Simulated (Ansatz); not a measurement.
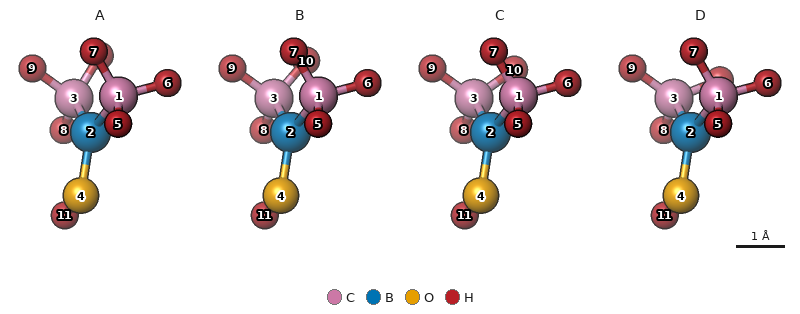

A scan of C2H7BO along one coordinate. Style: ball-and-stick. Shown onto the plane of the angle, with a slight tilt.

Computed with Ansatz: CCSD(T), basis def2-TZVPP, on geometries moved rigidly from the minimum at PBE0-D4/def2-TZVP. Coupled cluster with a frozen core. Energies are counted from the PBE0-D4/def2-TZVP minimum geometry at the same level.

Q: Which coordinate changes from frame to frame?

A: The H10–C3–H9 angle is varied, with the rest of the molecule carried along rigidly. In the frames the angle is 87.6° (A), 96.6° (B), 110.1° (C), 123.6° (D). Their energies are 244.4 meV, 62.4 meV, 13.5 meV, 230.7 meV.
